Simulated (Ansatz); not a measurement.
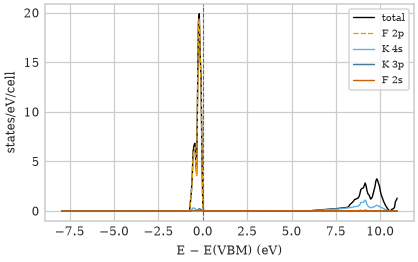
Total and projected density of states of KF (rock salt, Fm-3m), PBE in the plane-wave PAW code Ansatz

**Question.** Which orbitals carry the states next to the gap?

**Answer.** Top 1 eV of the valence band: F 2p 97 %. Bottom 1 eV of the conduction band: K 4s 81 %, F 2s 10 %. Projections are on Löwdin-orthogonalised atomic valence shells; empty p or d shells of many metals are not among them.

The cell was relaxed with PBE under the symmetry of its start.

Potentials: the later of the program's two PAW sets.
